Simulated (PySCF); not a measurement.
## A study: CH6F2OSi, SMILES `[SiH3]O.FCF`

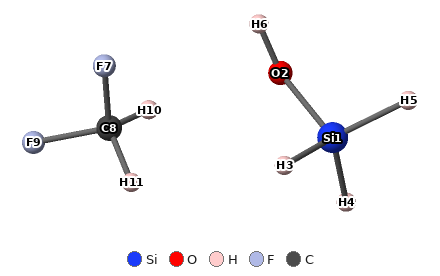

The molecule, with its atoms numbered as below. The pair's geometry is semi-empirical, so its contact may be too short or too long.

Cartesian coordinates (Å):

```
Si1     -2.3229   -0.3105   -0.1893
O2      -1.2231    0.5240    0.6713
H3      -1.9172   -0.3779   -1.5945
H4      -2.2552   -1.6080    0.4673
H5      -3.6408    0.3147   -0.0914
H6      -0.9905    1.4230    0.4531
F7       1.4290    0.9354   -0.4405
C8       1.6035   -0.2883    0.0959
F9       2.9224   -0.5539    0.0930
H10      1.2386   -0.2757    1.1301
H11      1.0864   -1.0249   -0.5318
```

### 1. Bonding charge

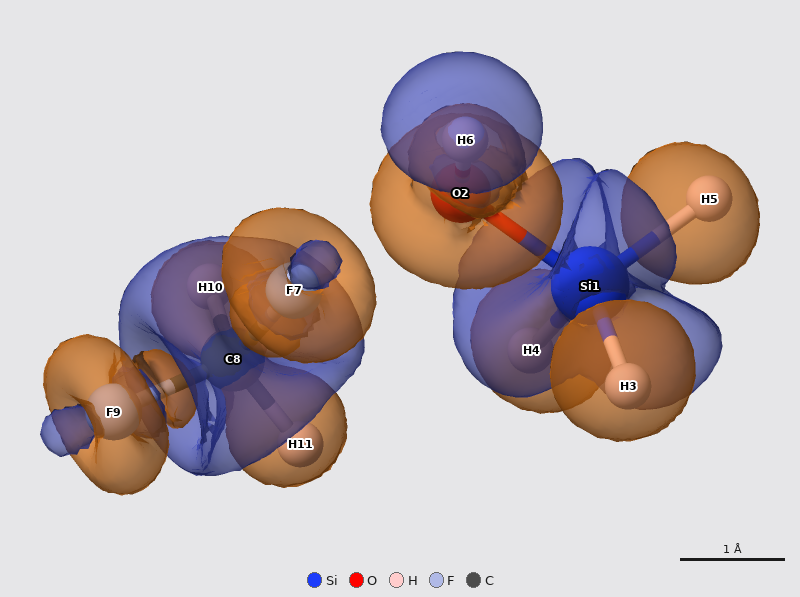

Deformation density (molecule less spherical, spin-averaged free atoms at the same positions), surfaces at ±0.05 e/Å³; orange: gain, blue: loss.

Computed with PySCF, BP86/cc-pVTZ, geometry: GFN2-xTB.

> Describe the bonding that the map shows.

C8–H10: +0.87 e/Å³ at the bond critical point (bond length 1.10 Å, Mayer order 0.9). C8–H11: +0.86 e/Å³ at the bond critical point (bond length 1.10 Å, Mayer order 0.9). O2–H6: +0.82 e/Å³ at the bond critical point (bond length 0.95 Å, Mayer order 1.0). Si1–H4: +0.23 e/Å³ at the bond critical point (bond length 1.46 Å, Mayer order 1.0). Si1–H5: +0.22 e/Å³ at the bond critical point (bond length 1.46 Å, Mayer order 1.0). Si1–H3: +0.22 e/Å³ at the bond critical point (bond length 1.46 Å, Mayer order 0.9). Si1–O2: +0.10 e/Å³ at the bond critical point (bond length 1.63 Å, Mayer order 1.3); up to 0.6 Å beside the axis the gain reaches +0.39 e/Å³. C8–F9: +0.03 e/Å³ at the bond critical point (bond length 1.34 Å, Mayer order 1.1); up to 0.6 Å beside the axis the gain reaches +0.29 e/Å³. F7–C8: +0.02 e/Å³ at the bond critical point (bond length 1.35 Å, Mayer order 1.1); up to 0.6 Å beside the axis the gain reaches +0.28 e/Å³. In all, 2.4 electrons gather in the regions of gain relative to the promolecule. A small or negative value marks a very polar bond, one between electron-rich atoms, whose free-atom densities already overlap strongly, a long bond to a heavier atom, or a closed-shell contact such as a hydrogen bond.

> Where do the Hirshfeld charges lie?

The highest Hirshfeld charge is on Si1 (+0.36 e), the lowest on O2 (−0.27 e).

### 2. Electrostatic potential

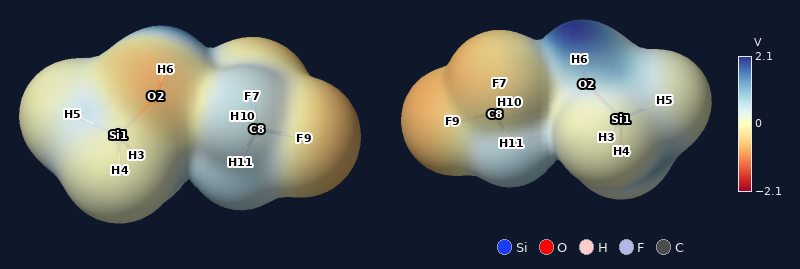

Electrostatic potential on the surface of electron density 0.001 a.u. (back view left, front view right).

> Where are the extremes of the potential on the surface?

Highest: 2.06 V, 1.2 Å from H6. Further maxima include 1.20 V, near Si1 (1.98 Å), H5 (2.04 Å), H3 (2.04 Å) and H4 (2.17 Å); 0.84 V, 1.3 Å from H11. Lowest: −0.74 V, 1.8 Å from O2. Further minima include 0.03 V, 1.5 Å from H5; 0.05 V, 1.5 Å from H3. The surface is sampled at points, so like sites can differ by a few per cent and only the strongest of them is named.

> What volume does the surface enclose, and what is the dipole moment?

About 121 Å³; the dipole moment is 1.5 D.

### 3. Weak contacts

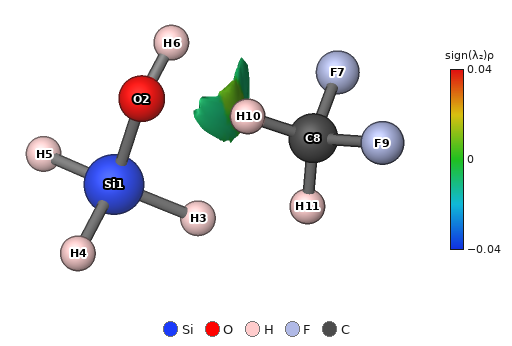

Non-covalent interaction surfaces between the fragments (reduced density gradient s = 0.4, coloured by sign(λ₂)ρ in a.u.; trimmed to the region between the fragments where ρ is under 0.06 a.u.). Fragment A: SiH4O (atoms 1–6); fragment B: H2CF2.

Method: BP86/cc-pVTZ; geometry: GFN2-xTB; program: PySCF.

> Interpret the surfaces between the fragments.

Bond critical points between the fragments: O2···H10, weak C–H hydrogen bond, 2.63 Å, ρ = 0.009 a.u.; O2···F7, 2.90 Å, ρ = 0.009 a.u. All are weak and appear green, as weak hydrogen bonds do. Several contacts close a ring, whose ring point adds a part with positive λ₂ between them. The pose is a local one from a semi-empirical search, not shown to be the most stable.

> How strongly are they bound?

The counterpoise-corrected interaction energy of the frozen fragments is +0.2 kcal/mol without dispersion correction and −1.7 kcal/mol with D3(BJ). The pair geometry is semi-empirical, not a minimum at this level.

### 4. Binding density

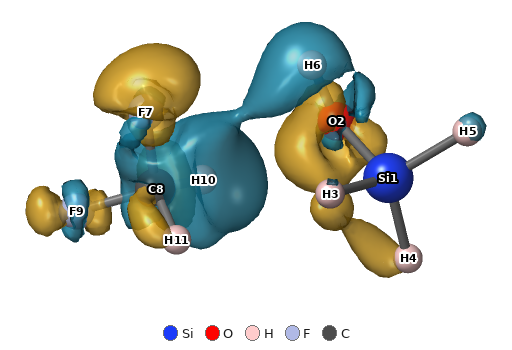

Density of the complex less the densities of the two fragments at the same geometry, ±0.002 e/Å³ (yellow: gain, teal: loss). Fragment A: SiH4O (atoms 1–6); fragment B: H2CF2.

> How is the density rearranged on binding?

Hirshfeld charges show almost no net transfer (under 0.005 e). By Hirshfeld charges, electrons gather most on F7 (−0.007 e) and leave H10 most (+0.007 e); 0.05 e is displaced in all, which induces a dipole of 0.20 D.
